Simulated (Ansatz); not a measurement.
## Electronic structure of BH₃···HCl in real space

Input

```
crystal:
  periodic: [false, false, false]
  atoms:
    - { symbol: B, position_ang: [-0.183098, -0.804042, 0.388049] }
    - { symbol: Cl, position_ang: [0.830059, 1.694338, -1.257194] }
    - { symbol: H, position_ang: [-0.605504, -1.465341, -0.503231] }
    - { symbol: H, position_ang: [0.826466, -1.098964, 0.93929] }
    - { symbol: H, position_ang: [-0.076454, 1.548474, -0.322669] }
    - { symbol: H, position_ang: [-0.79157, 0.125636, 0.755754] }
basis:
  gaussian: { orbitals: def2-TZVP }
hamiltonian:
  xc: b3lyp
relax:
  f_tol: 0.03
  max_steps: 50
output:
  orbitals: {}
```

Launched as:

```sh
ansatz run input.yaml --threads 2 --pin off --max-ram 3072MiB --backend cpu --events-out ev --progress --plain --runs-dir out
```

The fields are those of the relaxed geometry.

The calculation used Ansatz, RKS B3LYP/def2-TZVP.

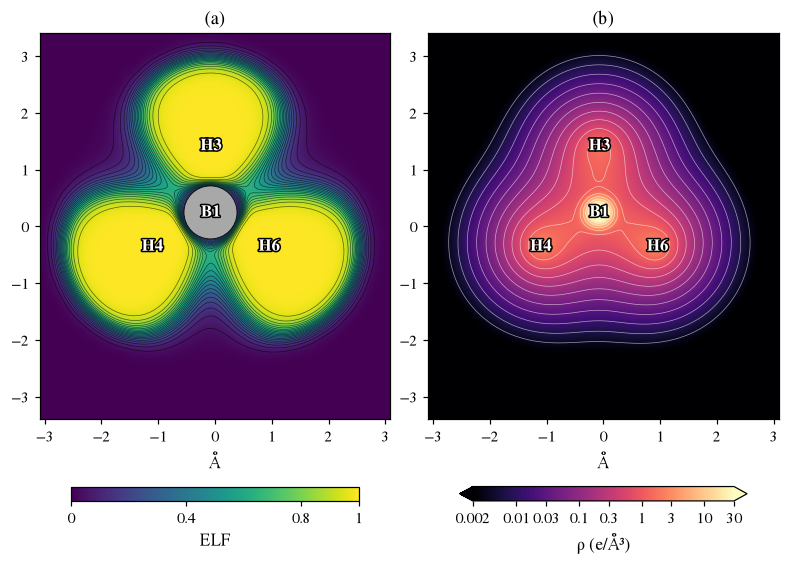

Figure 1. (a) ELF; (b) electron density on the plane of atoms H4, B1 and H6. Grey discs cover the atomic cores in the ELF map.

Q: Read the bonding off the picture.

A: Atoms in the plane: B and H.
B–H (1.19 Å): the density is about 1.3 e/Å³ at the midpoint; the ELF climbs to about 1 towards the hydrogen, as it does in any bond to H; a covalent bond by its length.

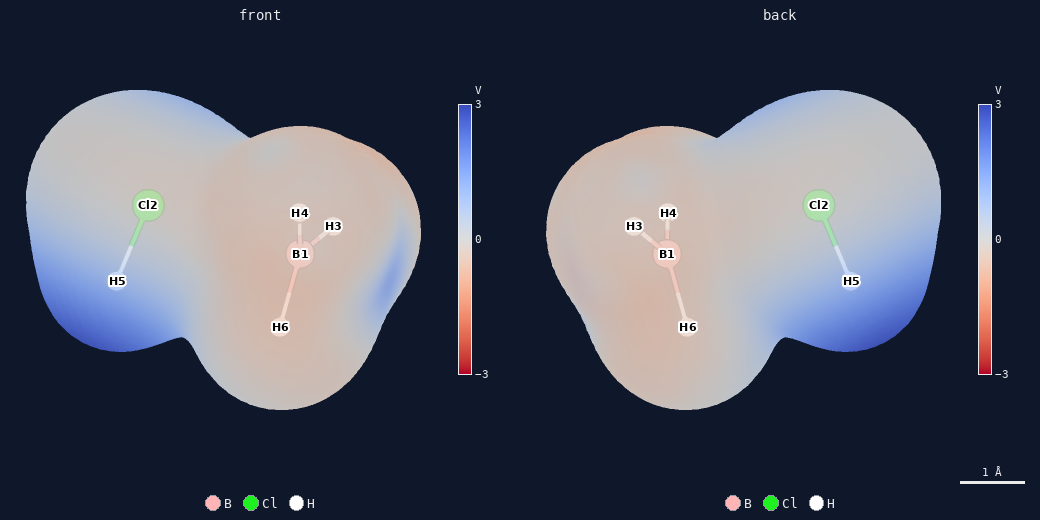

Figure 2. The electrostatic potential painted on the density surface at 0.002 e/bohr³, seen from the front and from behind; red is negative and blue positive.

Q: Where is the surface potential most negative and most positive?

A: The most negative region (about −0.6 V) lies over H4, the most positive (about +2.7 V) over H5. Cl2 shows a σ-hole: about +1.0 V at the tip opposite its bond, against about −0.1 V on its flanks.

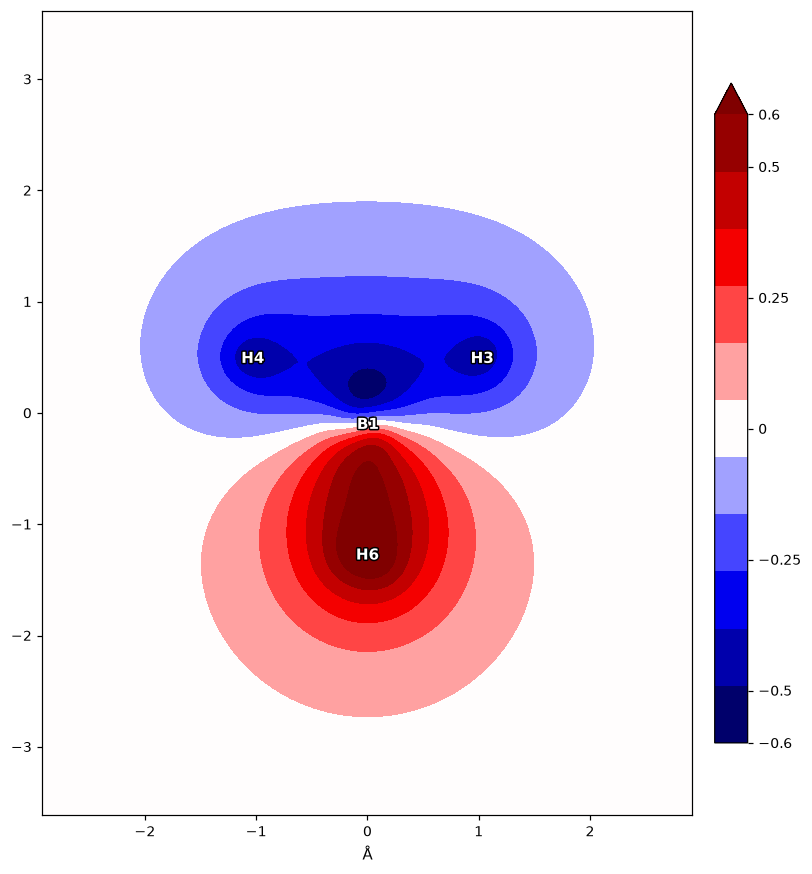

Figure 3. The HOMO−1 on the plane of atoms H3, B1 and H4 (values in Å⁻³ᐟ²; the overall sign is arbitrary).

Q: Where does this orbital lie, and at what energy?

A: By Hirshfeld shares it lies mainly on B1 (about 45 %), H6 (about 35 %), H4 (about 10 %) and H3 (about 10 %). Its energy is −9.26 eV.
